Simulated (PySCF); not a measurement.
# Run report: C₃H₇AlO, geometry relaxation

The run: geometry relaxation of C₃H₇AlO, SMILES C=C(C)[O][AlH2]. Method and program: PBE0-D3(BJ)/def2-SVP geometry optimisation, gas phase (PySCF 2.14.0).

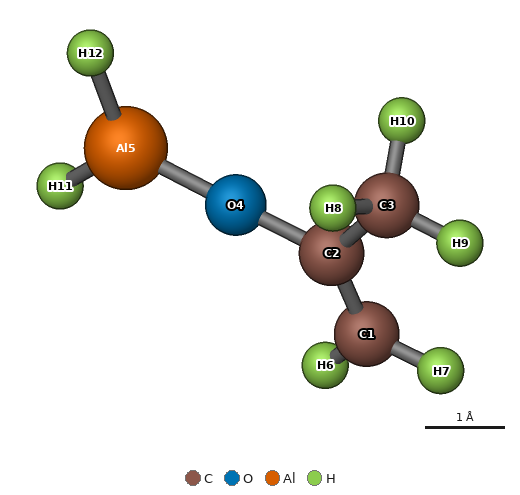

**Figure 1.** The input geometry (ball-and-stick view, seen at a tilt; atoms are numbered from 1 in the order of the input). Sticks mark near contacts.

**The input**
```
{"job": {"xc": "PBE0", "basis": "def2-SVP", "d3": "d3bj", "grid": 1, "shake": 0.01, "kind": "geom"}, "charge": 0, "multiplicity": 1}
C     -1.142560    -1.350850    -0.727460
C     -0.528010    -0.212310    -0.427830
C     -1.207920     1.098850    -0.137810
O      0.867220    -0.162530    -0.359580
Al     2.471640    -0.076220    -0.275450
H     -0.629610    -2.230010    -0.936710
H     -2.225190    -1.357410    -0.786150
H     -0.825150     1.860380    -0.840120
H     -2.268630     1.014680    -0.178680
H     -0.915940     1.428550     0.882270
H      3.319100    -1.315340    -0.530890
H      3.124740     1.273950     0.103710
```

The first line tells a small driver script what to run in PySCF; the rest is the geometry in Å.

Run as:
```bash
OMP_NUM_THREADS=1 python <driver script> task.json out
```

**The program's output**
```
step   0  E = -435.62802529  max force = 0.094052
step   1  E = -435.63711169  max force = 0.014287
step   2  E = -435.63819471  max force = 0.002833
step   3  E = -435.63842995  max force = 0.002329
step   4  E = -435.63854905  max force = 0.002792
step   5  E = -435.63872343  max force = 0.002038
step   6  E = -435.63901348  max force = 0.003801
step   7  E = -435.63915397  max force = 0.002351
step   8  E = -435.63923672  max force = 0.001663
step   9  E = -435.63930464  max force = 0.001544
step  10  E = -435.63959658  max force = 0.004829
step  11  E = -435.63793709  max force = 0.007881
step  12  E = -435.63967879  max force = 0.005980
step  13  E = -435.64008036  max force = 0.004144
step  14  E = -435.64039135  max force = 0.001214
step  15  E = -435.64055648  max force = 0.001300
step  16  E = -435.64058878  max force = 0.001521
step  17  E = -435.64063599  max force = 0.000965
step  18  E = -435.64066155  max force = 0.000420
step  19  E = -435.64066504  max force = 0.000347
optimisation converged
```

**Trajectory as extended XYZ (Å, eV, eV/Å), 9 of the 20 frames kept, from step=0 to step=19**
```
12
Properties=species:S:1:pos:R:3:forces:R:3 step=0 energy=-11854.04236
C    -1.1426   -1.3509   -0.7275   -1.2127   1.4908   0.2567
C    -0.5280   -0.2123   -0.4278    1.9613   0.5110   0.2035
C    -1.2079    1.0989   -0.1378    1.9088  -0.1951   0.3774
O     0.8672   -0.1625   -0.3596   -4.8364  -0.0997  -0.2412
Al    2.4716   -0.0762   -0.2754    2.0560   0.4515   0.2476
H    -0.6296   -2.2300   -0.9367    1.1473  -1.7856  -0.3773
H    -2.2252   -1.3574   -0.7862   -0.2546  -0.0493   0.0031
H    -0.8252    1.8604   -0.8401   -0.2193   0.0022   0.0585
H    -2.2686    1.0147   -0.1787   -1.1775  -0.0462  -0.1892
H    -0.9159    1.4285    0.8823   -0.0998  -0.0058  -0.2666
H     3.3191   -1.3153   -0.5309    0.4989  -0.8339  -0.2008
H     3.1247    1.2739    0.1037    0.2282   0.5600   0.1284
12
Properties=species:S:1:pos:R:3:forces:R:3 step=2 energy=-11854.31908
C    -1.2146   -1.3588   -0.5187    0.0161  -0.0789  -0.0107
C    -0.5224   -0.2153   -0.4118   -0.0061  -0.0257  -0.0798
C    -1.1101    1.0666    0.0943    0.0035  -0.0049  -0.0166
O     0.7703   -0.1301   -0.7658    0.0478  -0.0311   0.1457
Al    2.4647   -0.0157   -0.7186   -0.1081  -0.0206  -0.1005
H    -0.7648   -2.2746   -0.9130    0.0572   0.1002   0.0541
H    -2.2553   -1.3998   -0.1966   -0.0342   0.0355  -0.0601
H    -0.9413    1.8740   -0.6367    0.0076  -0.0120   0.0049
H    -2.1905    0.9758    0.2720    0.0532  -0.0080   0.0280
H    -0.6191    1.3721    1.0328    0.0094   0.0279   0.0088
H     3.2989   -1.3214   -1.0435   -0.0148   0.0156   0.0123
H     3.1237    1.3929   -0.4193   -0.0315   0.0018   0.0140
12
Properties=species:S:1:pos:R:3:forces:R:3 step=5 energy=-11854.33347
C    -1.2257   -1.3638   -0.5238   -0.0702   0.0287  -0.0244
C    -0.5264   -0.2290   -0.3931    0.0144   0.0143  -0.0542
C    -1.0968    1.0650    0.0948    0.0066   0.0200   0.0259
O     0.7759   -0.1694   -0.7006   -0.0163  -0.0855   0.1048
Al    2.4571   -0.0162   -0.7247    0.0729   0.0590   0.0046
H    -0.7516   -2.2815   -0.8738    0.0222  -0.0081  -0.0322
H    -2.2903   -1.3776   -0.2938   -0.0284  -0.0370   0.0463
H    -0.9357    1.8576   -0.6529   -0.0191   0.0129  -0.0174
H    -2.1699    0.9850    0.3092   -0.0067   0.0025  -0.0146
H    -0.5786    1.3851    1.0143    0.0021  -0.0005  -0.0059
H     3.3122   -1.2980   -1.0779    0.0057   0.0027  -0.0168
H     3.0695    1.4085   -0.4026    0.0168  -0.0091  -0.0160
12
Properties=species:S:1:pos:R:3:forces:R:3 step=7 energy=-11854.34518
C    -1.2562   -1.3642   -0.5461    0.0166   0.0098   0.0155
C    -0.5204   -0.2616   -0.3472   -0.0148   0.0187  -0.0197
C    -1.0759    1.0577    0.0915    0.0010  -0.0123   0.0627
O     0.8045   -0.2616   -0.5398   -0.1140  -0.1144  -0.0193
Al    2.4618   -0.0047   -0.7025    0.1209   0.0772   0.0013
H    -0.7925   -2.2982   -0.8714   -0.0077   0.0348   0.0075
H    -2.3334   -1.3396   -0.3836   -0.0261  -0.0214  -0.0001
H    -0.9139    1.8226   -0.6854   -0.0015  -0.0023  -0.0209
H    -2.1500    0.9963    0.3121    0.0220   0.0110  -0.0297
H    -0.5476    1.4059    0.9943   -0.0246  -0.0008   0.0061
H     3.3465   -1.2311   -1.1673    0.0010   0.0240   0.0065
H     3.0168    1.4444   -0.3799    0.0270  -0.0243  -0.0100
12
Properties=species:S:1:pos:R:3:forces:R:3 step=10 energy=-11854.35723
C    -1.3157   -1.3872   -0.5394   -0.0430  -0.0154   0.0117
C    -0.5210   -0.3297   -0.3285   -0.0298   0.1220   0.0962
C    -1.0092    1.0273    0.0748   -0.0088   0.0176  -0.1440
O     0.8082   -0.4235   -0.4766    0.2483  -0.0518  -0.1212
Al    2.4286    0.0634   -0.6778   -0.1734  -0.0358   0.0458
H    -0.8875   -2.3426   -0.8403    0.0267  -0.0750  -0.0153
H    -2.3976   -1.3158   -0.4146    0.0515   0.0472   0.0023
H    -0.7138    1.7697   -0.6868    0.0200   0.0178   0.0593
H    -2.1008    1.0547    0.1691   -0.0575  -0.0147   0.0368
H    -0.5617    1.3413    1.0312    0.0330  -0.0081   0.0069
H     3.4351   -1.0350   -1.1939   -0.0038  -0.0606  -0.0047
H     2.8750    1.5432   -0.3423   -0.0631   0.0568   0.0262
12
Properties=species:S:1:pos:R:3:forces:R:3 step=12 energy=-11854.35946
C    -1.3665   -1.4069   -0.5338   -0.0744  -0.0016  -0.0160
C    -0.5091   -0.3997   -0.3271   -0.1300   0.1025   0.1876
C    -0.9167    0.9915    0.0474    0.0111   0.0286  -0.2055
O     0.8147   -0.5941   -0.4410    0.3075   0.0813  -0.1752
Al    2.3565    0.1263   -0.6483   -0.0694  -0.0935   0.0622
H    -0.9881   -2.3899   -0.8060    0.0292  -0.1382  -0.0224
H    -2.4455   -1.2689   -0.4412    0.0737   0.0580   0.0117
H    -0.5017    1.7071   -0.6847    0.0068   0.0360   0.0836
H    -2.0053    1.1098    0.0483   -0.0935  -0.0206   0.0475
H    -0.5303    1.2712    1.0404    0.0567  -0.0094   0.0070
H     3.4918   -0.8216   -1.1868    0.0054  -0.1122  -0.0101
H     2.6398    1.6408   -0.2921   -0.1232   0.0692   0.0294
12
Properties=species:S:1:pos:R:3:forces:R:3 step=14 energy=-11854.37886
C    -1.3593   -1.4054   -0.5284   -0.0069   0.0020  -0.0415
C    -0.5119   -0.3807   -0.3675    0.0303   0.0493   0.0625
C    -0.9295    0.9972    0.0424    0.0204   0.0245  -0.0261
O     0.8097   -0.5478   -0.5546    0.0580  -0.0169  -0.0321
Al    2.3792    0.1163   -0.6548   -0.0539  -0.0194   0.0027
H    -0.9848   -2.3882   -0.8163    0.0017  -0.0349  -0.0080
H    -2.4313   -1.2703   -0.3825    0.0122   0.0049   0.0137
H    -0.5482    1.7459   -0.6723   -0.0111   0.0011   0.0008
H    -2.0209    1.0922    0.0969   -0.0176  -0.0083   0.0147
H    -0.5076    1.2522    1.0292    0.0181   0.0048  -0.0055
H     3.5134   -0.8929   -1.0852   -0.0087  -0.0209   0.0074
H     2.6307    1.6470   -0.3321   -0.0422   0.0138   0.0115
12
Properties=species:S:1:pos:R:3:forces:R:3 step=17 energy=-11854.38551
C    -1.3764   -1.4055   -0.5378    0.0021  -0.0021  -0.0016
C    -0.5020   -0.4029   -0.3795   -0.0026   0.0044   0.0149
C    -0.8838    0.9858    0.0311   -0.0050  -0.0124   0.0080
O     0.8134   -0.6055   -0.5828   -0.0496  -0.0327  -0.0187
Al    2.3512    0.1320   -0.6382    0.0262   0.0202   0.0123
H    -1.0325   -2.3985   -0.8332   -0.0015   0.0128   0.0013
H    -2.4415   -1.2426   -0.3723   -0.0044  -0.0024  -0.0006
H    -0.5483    1.7215   -0.7189   -0.0046   0.0015  -0.0099
H    -1.9695    1.0862    0.1569    0.0076   0.0018   0.0033
H    -0.3955    1.2565    0.9828    0.0013   0.0017  -0.0045
H     3.5358   -0.8398   -1.0153    0.0126   0.0149   0.0027
H     2.4887    1.6786   -0.3176    0.0180  -0.0077  -0.0073
12
Properties=species:S:1:pos:R:3:forces:R:3 step=19 energy=-11854.38630
C    -1.3833   -1.4040   -0.5381   -0.0015  -0.0032   0.0037
C    -0.5034   -0.4058   -0.3828   -0.0018   0.0039  -0.0012
C    -0.8772    0.9841    0.0303   -0.0011  -0.0007  -0.0095
O     0.8096   -0.6134   -0.5995    0.0090   0.0028   0.0000
Al    2.3482    0.1312   -0.6336   -0.0178  -0.0051   0.0013
H    -1.0451   -2.3959   -0.8423    0.0013  -0.0014  -0.0002
H    -2.4466   -1.2392   -0.3629    0.0020   0.0028   0.0002
H    -0.5725    1.7140   -0.7388    0.0012   0.0009   0.0025
H    -1.9583    1.0810    0.1916   -0.0013  -0.0003   0.0032
H    -0.3582    1.2670    0.9618    0.0016  -0.0008   0.0008
H     3.5454   -0.8321   -0.9912    0.0040   0.0009  -0.0007
H     2.4813    1.6788   -0.3194    0.0046   0.0003  -0.0001
```

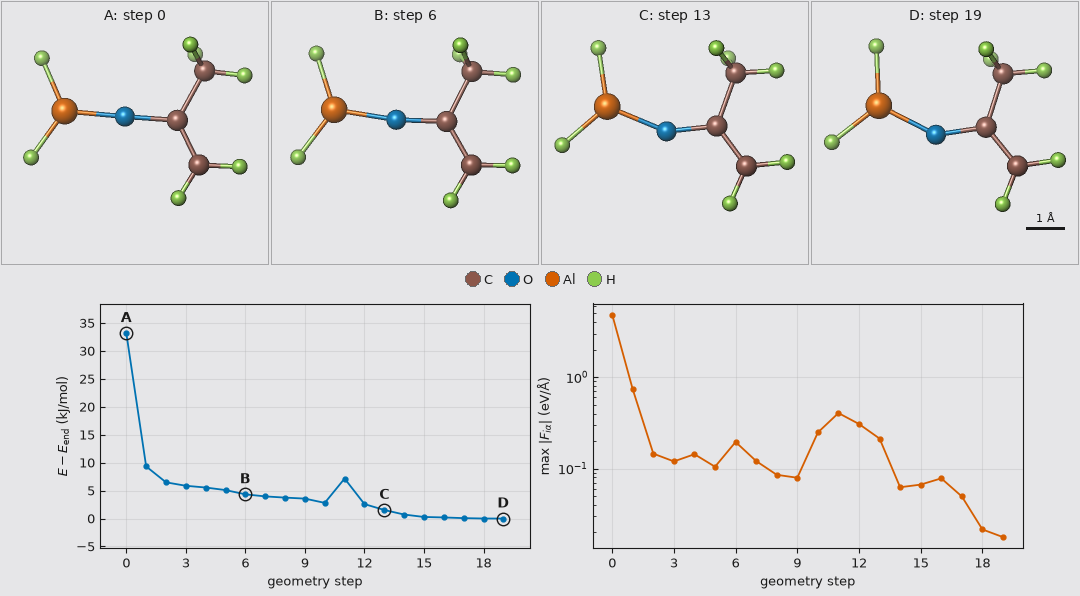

**Figure 2.** Frames of the relaxation (ball-and-stick view, seen at a tilt) above the curves, on which the letters mark them (steps are counted from 0).

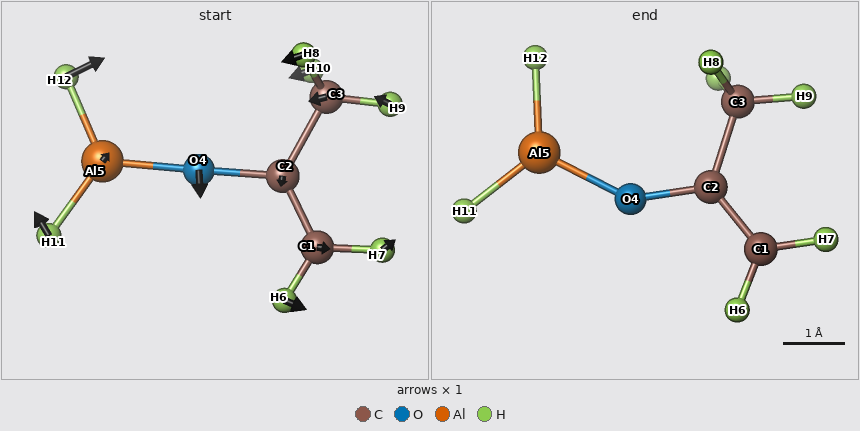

**Figure 3.** Before (left) and after (right) the relaxation, at one scale (ball-and-stick view, seen at a tilt). The black arrows give the displacements, at true length. H12 moves most after the best rigid fit: 0.72 Å. By element the largest moves are H 0.72 Å, O 0.49 Å, C 0.32 Å, Al 0.18 Å. Among the contacts that change: O4–Al5 1.609 → 1.710 Å, Al5–H11 1.523 → 1.578 Å, C1–H6 1.039 → 1.091 Å, C2–O4 1.398 → 1.347 Å. Among the angles that change: C2–O4–Al5 178.9° → 144.4°, O4–Al5–H11 120.2° → 114.9°, H11–Al5–H12 121.1° → 125.3°. After 19 geometry steps the energy has fallen by 33.2 kJ/mol. The largest force component goes from 4.8 to 0.018 eV/Å. (Atoms are counted from 1 in the order of the input.)

**Key numbers**

```csv
quantity,value
outcome,converged
total energy,−435.640665 hartree
dipole moment,1.19 D
point group,C1
hardware,"1 CPU thread, shared host"
wall time,75 s
peak memory,0.45 GiB
```
